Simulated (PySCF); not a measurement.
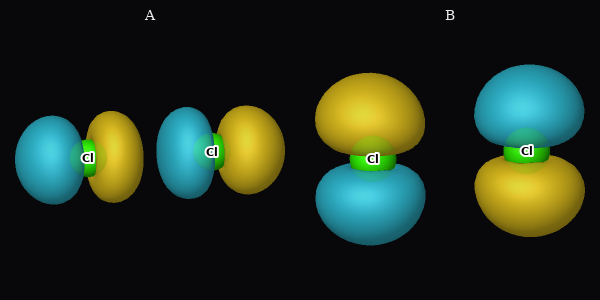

*Cl2 (charge −1, doublet). Two frontier α-spin orbitals, each drawn at the value that holds 80 % of its norm (yellow and cyan are the two phases), in no order; of a degenerate pair one member is drawn.*

The calculation used PBE0/def2-TZVPPD, non-relativistic Hamiltonian with scalar-relativistic core potentials where named, at a bond length of 2.634 Å in PySCF.

Question: Label each orbital by symmetry, say whether it is occupied, and order them by energy.

Answer: Orbital B: πg, occupied in this spin, −2.67 eV; antibonding, with a node between the atoms.
Orbital A: σu, occupied in this spin, −2.05 eV; antibonding, with a node between the atoms.
